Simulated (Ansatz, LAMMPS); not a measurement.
# Liquid Zn38Se23S15 at 2050 K (76 atoms): a single point, part 2 of 2

Aim: energy, forces and density of states of liquid Zn38Se23S15 at 2050 K (76 atoms) at a fixed geometry.

Ansatz 0.2.0; Kohn-Sham DFT, PBEsol, PAW (set soft_2), plane waves.

The cell: 38 Zn, 23 Se and 15 S. The network of bonds at the start is that of the classical potential that made the cell. Sampling is at Γ alone, for a cell whose shortest periodic width is 12 Å.

So far. Step 3 (Plane-wave single point): Within 0.4 eV of the Fermi level the largest share is Se p (53 % of the projected weight).

### 4. Structure statistics

Bonds and neighbours are counted at the geometry of the runs.

Density 4.69 g/cm³, 22.30 Å³ an atom.

g(r), total and by pair (bins of 0.2 Å):

| r (Å) | total | Zn-Zn | Zn-Se | Zn-S | Se-Se | Se-S | S-S |
| --- | --- | --- | --- | --- | --- | --- | --- |
| 2.10 | 0.10 | 0.00 | 0.00 | 0.51 | 0.00 | 0.00 | 0.00 |
| 2.30 | 0.77 | 0.17 | 0.69 | 2.64 | 0.00 | 0.00 | 0.00 |
| 2.50 | 2.20 | 0.15 | 4.03 | 4.79 | 0.00 | 0.00 | 0.00 |
| 2.70 | 1.53 | 0.52 | 3.00 | 2.46 | 0.00 | 0.00 | 0.00 |
| 2.90 | 0.89 | 0.55 | 1.27 | 0.86 | 0.57 | 1.18 | 0.00 |
| 3.10 | 0.71 | 0.67 | 0.81 | 0.25 | 0.78 | 0.83 | 1.84 |
| 3.30 | 0.97 | 1.37 | 0.79 | 0.23 | 1.15 | 1.08 | 2.69 |
| 3.50 | 1.06 | 1.67 | 0.94 | 0.48 | 1.02 | 0.97 | 1.45 |
| 3.70 | 1.08 | 1.50 | 0.40 | 0.17 | 1.68 | 2.77 | 1.75 |
| 3.90 | 1.10 | 1.27 | 0.66 | 1.17 | 1.83 | 1.41 | 0.40 |
| 4.10 | 1.15 | 1.27 | 0.92 | 0.91 | 0.92 | 1.63 | 2.46 |
| 4.30 | 1.06 | 1.56 | 0.79 | 0.90 | 0.95 | 1.05 | 0.94 |
| 4.50 | 1.20 | 1.07 | 1.07 | 1.06 | 1.75 | 1.84 | 0.60 |
| 4.70 | 0.94 | 1.18 | 0.83 | 0.86 | 1.02 | 0.62 | 1.37 |
| 4.90 | 0.73 | 0.55 | 1.03 | 0.64 | 0.64 | 0.83 | 0.00 |
| 5.10 | 0.95 | 1.00 | 0.92 | 1.23 | 0.88 | 0.68 | 0.46 |
| 5.30 | 0.92 | 0.67 | 1.21 | 1.14 | 0.54 | 0.77 | 0.44 |
| 5.50 | 0.99 | 0.87 | 0.81 | 1.45 | 1.11 | 1.10 | 0.20 |
| 5.70 | 0.97 | 0.66 | 1.07 | 1.42 | 0.79 | 0.84 | 0.72 |
| 5.90 | 1.09 | 0.96 | 1.46 | 0.98 | 0.95 | 0.67 | 1.21 |

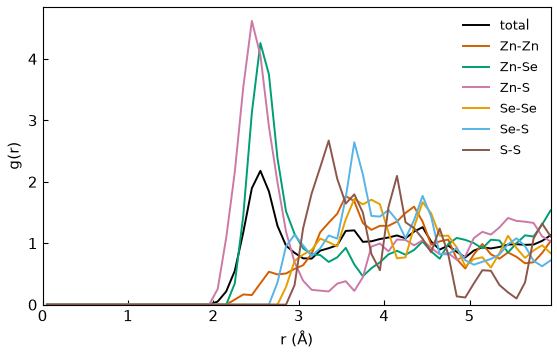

Pair distribution functions, lightly smoothed.

Bonds by pair of elements; cutoffs follow the first minimum of g(r), held within bounds set by covalent radii, and pairs that aren't listed don't count as bonded:

| pair A-B | cutoff (Å) | bonds | mean length (Å) | spread (Å) | shortest (Å) | B about A | A about B |
| --- | --- | --- | --- | --- | --- | --- | --- |
| Zn-Se | 3.12 | 87 | 2.67 | 0.192 | 2.31 | 2.29 | 3.78 |
| Zn-S | 3.02 | 60 | 2.54 | 0.193 | 2.14 | 1.58 | 4 |

The cutoff for Zn-Se falls short of the minimum of g(r), so counts run low and odd coordinations can be artefacts.

How many atoms have how many bonded neighbours:

| element | mean | 2 | 3 | 4 | 5 |
| --- | --- | --- | --- | --- | --- |
| S | 4 | 0 | 4 | 7 | 4 |
| Se | 3.78 | 3 | 5 | 9 | 6 |
| Zn | 3.87 | 2 | 6 | 25 | 5 |

Bond angles (no mean is given where the spread exceeds 20°):

| angle | count | mean (°) | spread (°) |
| --- | --- | --- | --- |
| Zn-Se-Zn | 132 | - | - |
| S-Zn-Se | 115 | - | - |
| Zn-S-Zn | 94 | - | - |
| Se-Zn-Se | 72 | - | - |
| S-Zn-S | 33 | - | - |

Bond length by coordination (bonds to H left out):

| element | coordination | atoms | mean bond length (Å) |
| --- | --- | --- | --- |
| S | 3 | 4 | 2.47 |
| S | 4 | 7 | 2.50 |
| S | 5 | 4 | 2.62 |
| Se | 2 | 3 | 2.58 |
| Se | 3 | 5 | 2.60 |
| Se | 4 | 9 | 2.69 |
| Se | 5 | 6 | 2.70 |
| Zn | 2 | 2 | 2.62 |
| Zn | 3 | 6 | 2.56 |
| Zn | 4 | 25 | 2.6 |
| Zn | 5 | 5 | 2.71 |

Rings of the network by King's shortest-path rule, up to 12 atoms, one path for each pair of neighbours; H, halogens, alkali and alkaline-earth atoms are left out, and the last column divides by all other atoms, bonded or not:

| ring size (atoms) | rings | per network atom |
| --- | --- | --- |
| 4 | 25 | 0.329 |
| 6 | 85 | 1.12 |
| 8 | 67 | 0.882 |
| 10 | 4 | 0.053 |

For some of the pairs, g(r) has its first main peak near 3.6 Å (Zn-Zn), 2.6 Å (Zn-Se), 2.4 Å (Zn-S) and 3.3 Å (S-S). Rings of 6 atoms are the most common (47 % of those counted); sizes run from 4 to 10.

Local excerpt of 15 atoms (numbers count through the whole input) about Se45, which bears the longest force; x, y, z are measured from there.

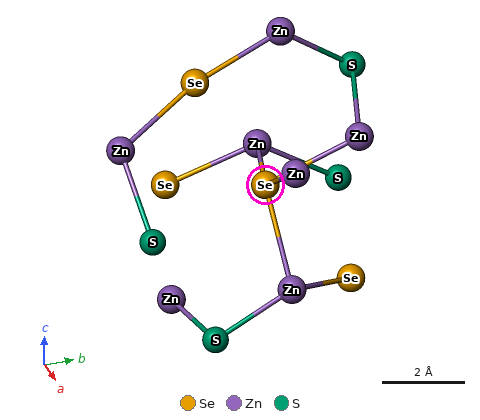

The atoms of the table, within 4.1 Å (arrows a, b, c point along x, y, z); some may hide others; the central atom is ringed.

| atom | x | y | z | distance (Å) | bonds | Fx | Fy | Fz (eV/Å) |
| --- | --- | --- | --- | --- | --- | --- | --- | --- |
| Se45 | 0.00 | 0.00 | 0.00 | 0.00 | 4 | 1.90 | 0.78 | -0.09 |
| Zn1 | -2.30 | 0.61 | -0.18 | 2.38 | 4 | -0.60 | 0.47 | -0.61 |
| Zn14 | 0.10 | 2.40 | 1.02 | 2.61 | 4 | 0.20 | 0.34 | 0.02 |
| Zn31 | 1.58 | 0.18 | -2.14 | 2.67 | 4 | 0.01 | 0.26 | 0.59 |
| Zn16 | 2.38 | -0.09 | 1.63 | 2.89 | 3 | -0.22 | 0.39 | 0.45 |
| Se57 | -1.57 | -1.33 | 2.26 | 3.06 | 4 | -0.29 | -1.17 | 0.81 |
| Se39 | -2.99 | -1.53 | -1.37 | 3.63 | 3 | 0.47 | -0.89 | -0.99 |
| S63 | 1.32 | -3.40 | -0.33 | 3.67 | 3 | -1.08 | 0.09 | -0.07 |
| Se40 | 0.12 | 2.26 | -2.96 | 3.73 | 4 | 0.33 | -0.14 | -0.63 |
| Zn10 | -1.97 | 1.03 | 3.11 | 3.82 | 3 | -0.44 | 0.18 | 0.49 |
| Zn32 | -0.67 | -3.58 | 1.22 | 3.84 | 4 | 0.24 | -0.54 | -0.41 |
| S70 | -2.37 | 2.78 | -1.56 | 3.98 | 3 | -0.28 | -0.34 | -0.53 |
| Zn24 | -0.78 | -2.11 | -3.32 | 4.01 | 4 | 0.35 | 0.38 | 0.32 |
| S69 | 1.81 | -1.88 | -3.09 | 4.04 | 3 | -1.07 | -0.10 | -0.32 |
| S65 | -2.16 | 3.00 | 1.72 | 4.08 | 4 | -0.24 | -1.38 | 0.48 |

The column of bonds counts only the pairs Zn-Se within 3.12 Å, Zn-S within 3.02 Å; other neighbours, such as metal atoms beside each other in a compound, aren't counted, and periodic images can show an atom twice.

### 5. Results

```yaml
free_energy_per_atom: -3456.7248 eV/atom
pressure: -4.505 GPa
r_m_s_force_component: 0.5942 eV/Å
wall_time_of_the_1_dft_run: 25 s
```

**Reading.** 3 levels are partly filled, by over 2 % (at Γ alone): no clear gap opens at this level.

**Limits.** The force components of 0.59 eV/Å r.m.s. reflect the temperature of the frame as well as the gap between the generating potential and DFT. The stress is far from hydrostatic: its diagonal is -4.4, -6.3, -2.8 GPa, compression counted positive. The pressure of -4.5 GPa is that of one thermal frame, in which the classical model's bond lengths enter as well as the volume, without the kinetic term.

[Logs are printed without paths, hosts, clocks, repeated set-up lines and the standing remarks that a program may print on its own settings, such as how far it seeks lower states.]

[Hosts, paths, dates, database ids (printed as entryN), source tags and the programs' standing remarks are cut or masked in the printed files.]
